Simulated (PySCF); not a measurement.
H₇NOSi₂, SMILES N[SiH2][SiH2]O at its GFN2-xTB optimised geometry (Å):

```
11

N      2.1399    -1.3947    -0.2167
Si     1.4120     0.1620     0.0000
Si    -0.8898     0.1620     0.0000
O     -1.2414     1.7552     0.0000
H      2.0496    -2.0736     0.5212
H      2.0289    -1.8573    -1.1042
H      2.0017     0.9495    -1.0910
H      1.9905     0.6134     1.2734
H     -1.5570    -0.4662     1.1566
H     -1.5583    -0.4664    -1.1564
H     -2.1399     2.0736     0.0023
```

Level of theory: PBE/def2-TZVP (PySCF).

Map of the Laplacian of the electron density (e/bohr⁵) on the plane z = 1.0 Å:

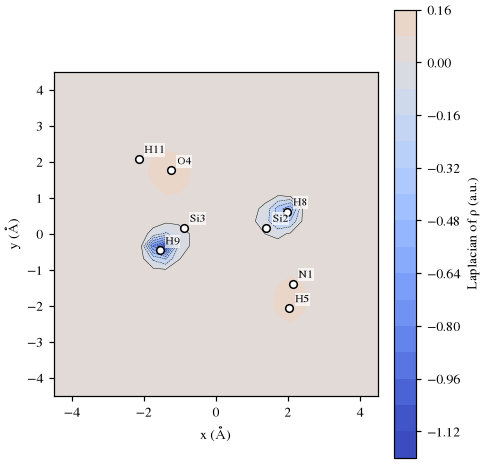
Fig. 1. Laplacian of the electron density (e/bohr⁵) on the plane z = 1.0 Å.
